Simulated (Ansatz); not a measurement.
# SiTe: the cost of one run

Computed with Ansatz 0.2.0 through its Python package. Level of theory: B3LYP+D4/def2-SVP.

## Step 1: The structure

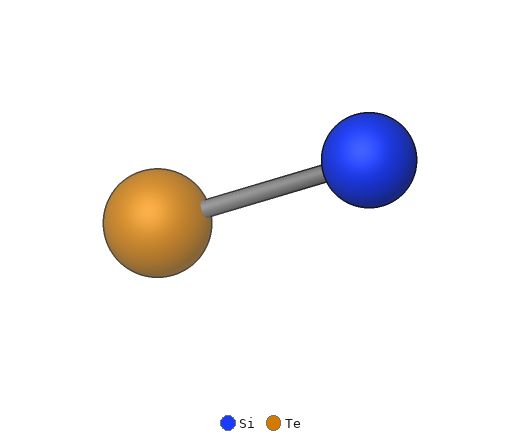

The structure that the script starts from, seen from a chosen angle (silicon blue, tellurium orange).

Input file site.xyz:

```xyz
2

Si    0.00000    0.00000    0.00000
Te    0.00000    0.00000    2.53500
```

## Step 2: The code

Contents of site.py:

```python
"""Potential curve of SiTe(+) along one bond."""

import ansatz as az
from ase.data import atomic_masses, atomic_numbers
import matplotlib.pyplot as plt
import numpy as np


def main() -> None:
    molecule = az.Crystal.molecule_from_extxyz("site.xyz")

    symbols = [site.symbol for site in molecule.cartesian_sites]
    start = np.array([site.position_ang for site in molecule.cartesian_sites])
    axis = (start[1] - start[0]) / np.linalg.norm(start[1] - start[0])
    moving = [1]
    lengths, energies = [2.231, 2.332, 2.434, 2.535, 2.636, 2.738, 2.839, 2.991], []
    for length in lengths:
        xyz = start.copy()
        xyz[moving] += (length - np.linalg.norm(start[1] - start[0])) * axis
        point = az.Crystal.molecule()
        for symbol, place in zip(symbols, xyz):
            point = point.atom(symbol, place.tolist())
        model = (
            point.calculation()
            .basis(gaussian="def2-SVP")
            .functional("b3lyp", dispersion="d4")
            .charge(1)
            .spin("collinear", total=1)
        )
        rep = model.run(threads=1, pin="off").report
        energies.append(rep["free_energy_ev"])
        print(f"r = {length:6.3f} A  E = {energies[-1]:.5f} eV  <S^2> = {abs(rep['mean_field']['state']['spin_squared']):.3f}")

    # quartic fit about the minimum
    fit = np.polynomial.Polynomial.fit(lengths, np.array(energies) - min(energies), 4).convert()
    roots = [r.real for r in fit.deriv().roots() if abs(r.imag) < 1e-9 and fit.deriv(2)(r.real) > 0]
    r_e = min(roots, key=lambda r: abs(r - lengths[int(np.argmin(energies))]))
    print(f"minimum of the fit at {r_e:.4f} A, force constant {fit.deriv(2)(r_e):.2f} eV/A^2")
    m1, m2 = (atomic_masses[atomic_numbers[s]] for s in symbols)
    mu = m1 * m2 / (m1 + m2)
    print(f"harmonic wavenumber {521.4709 * np.sqrt(fit.deriv(2)(r_e) / mu):.0f} 1/cm, rotational constant {16.857629 / (mu * r_e ** 2):.4f} 1/cm")
    plt.figure(figsize=(4.5, 3))
    plt.plot(lengths, np.array(energies) - min(energies), "o-")
    plt.xlabel("bond length (A)")
    plt.ylabel("E - E(min) (eV)")
    plt.tight_layout()
    plt.savefig("scan.png", dpi=100)


if __name__ == "__main__":
    main()
```

## Step 3: The input behind the calls

The engine receives this input (first run):

```yaml
crystal:
  periodic: [false, false, false]
  atoms:
    - { symbol: Si, position_ang: [0.0, 0.0, 0.0] }
    - { symbol: Te, position_ang: [0.0, 0.0, 2.231] }
basis:
  gaussian:
    orbitals: def2-SVP
hamiltonian:
  xc: b3lyp
  dispersion: d4
magnetization:
  spin_polarized: true
  initial_magnetization: 1.0
total_charge: 1.0
```

## Step 4: Running it

Run with:

```bash
$ python site.py
```

What time and memory should one allow on 1 thread of Arm Neoverse V1, shared host?

About 51 s, with a peak of 0.23 GiB.
